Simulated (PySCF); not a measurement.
C3H11NSi2 (SMILES CN[SiH2]/C=C/[SiH3])

```xyz
17

C     3.3163    0.8816   -0.1668
N     1.9221    0.6103   -0.4181
Si    0.8958   -0.3718    0.5674
C    -0.8850    0.0699    0.1891
C    -1.8031   -0.8282   -0.2117
Si   -3.5870   -0.4079   -0.6010
H     3.5173    0.8248    0.9147
H     4.0110    0.1754   -0.6619
H     3.5944    1.9002   -0.4883
H     1.6466    0.7400   -1.3857
H     1.2677   -0.0720    1.9865
H     1.0035   -1.8609    0.3769
H    -1.1883    1.1224    0.2939
H    -1.4883   -1.8778   -0.3182
H    -3.9176   -0.7659   -2.0161
H    -3.8016    1.0571   -0.3997
H    -4.5179   -1.1733    0.2858
```

Geometry: PBE0-D3(BJ)/def2-SVP.

Level of theory: CAM-B3LYP/def2-SVPD, SCF density, gas phase (PySCF 2.14.0).

Q: What can the converged electron density and electron localisation function tell about the bonding?

A: C–C (1.35 Å): ρ is about 2.2 e/Å³ halfway; the ELF peaks at about 0.90 between the atoms, as expected for localised, covalent bonding.
C–Si (1.87 Å): ρ at the midpoint is about 0.98 e/Å³; the ELF peaks at about 1 between the atoms, as expected for a covalent bond.
C–H (1.10 Å): the density is about 1.9 e/Å³ at the midpoint; the ELF climbs to about 1 towards the hydrogen, as it does in any bond to H: an ordinary covalent bond to hydrogen.

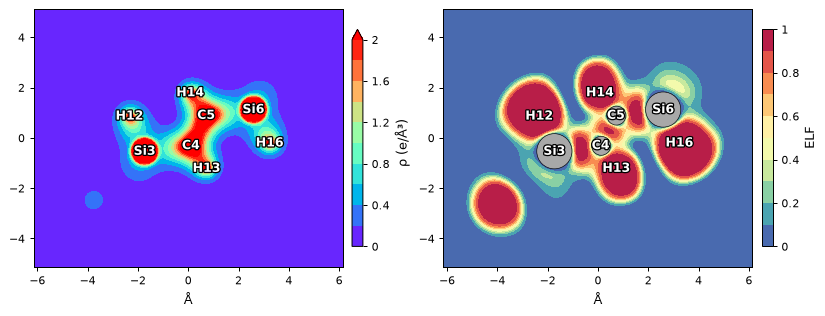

Computed electron density and electron localisation function on the plane of atoms Si3, C4 and H13, in this order. Grey discs cover the atomic cores in the ELF map. 
